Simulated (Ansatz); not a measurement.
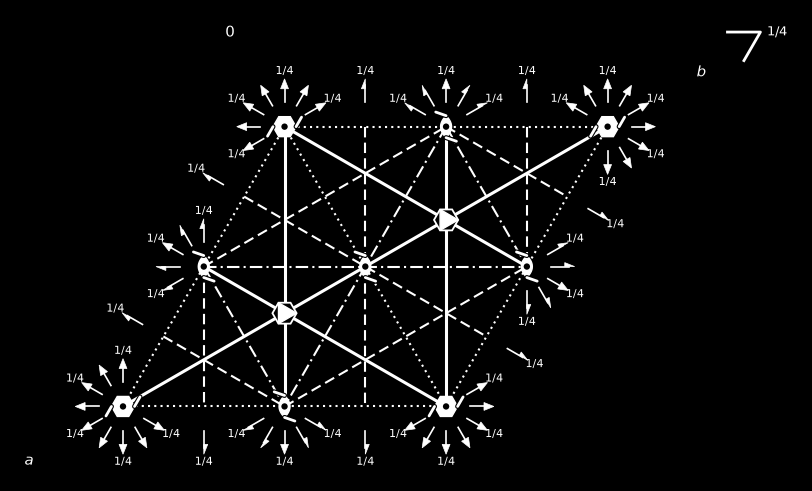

Symmetry elements of a space group, projected down c, computed from the operations of a computed or model structure of composition WSe2, which need not be its known form.

Symbols follow the International Tables: origin at the upper left, the third axis towards the viewer; heavy, dashed, dotted, dash-dotted and dash-dot-dot lines are mirror, in-plane glide, out-of-plane glide, diagonal (n; with arrows d) and double (e) glide planes seen edge on; arrows at the rim are 2 (full head) and 2₁ (half head) axes in the plane; the corner sign is a plane parallel to the page; fractions are heights. Handed screw axes carry their printed symbol instead of tails.

Identify the space group.

P6₃/mmc (No. 194); primitive hexagonal, point group 6/mmm, 24 general positions a cell.

List the elements shown.

−6 axes along c at (1/3, 2/3), (2/3, 1/3); 6₃ axes along c at (0, 0); 2₁ axes along c at (0, 1/2), (1/2, 0), (1/2, 1/2); inversion centres at (0, 0), (0, 1/2), (1/2, 0), (1/2, 1/2); mirror planes holding c and [1 2 0] or [2 1 0] or [−1 1 0]; in-plane glide planes holding c and [1 2 0] or [2 1 0] or [−1 1 0]; c glide planes normal to a*, at x = 0; n glide planes normal to a*, at x = 1/2; c glide planes normal to b*, at y = 0; n glide planes normal to b*, at y = 1/2; c glide planes holding c and [1 1 0]; diagonal glide planes holding c and [1 1 0]; a mirror plane normal to c at height 1/4; 2 axes along [1 1 0] at height 0; 2 axes along [1 2 0] at height 1/4; 2 axes along [2 1 0] at height 1/4; 2 axes along [−1 1 0] at height 1/4; 2 axes along a at height 0; 2 axes along b at height 0; 2₁ axes along [1 1 0] at height 0; 2₁ axes along [1 2 0] at height 1/4; 2₁ axes along [2 1 0] at height 1/4; 2₁ axes along [−1 1 0] at height 1/4; 2₁ axes along a at height 0; 2₁ axes along b at height 0. Heights repeat every half period; positions are (a, b) fractions, modulo 1.
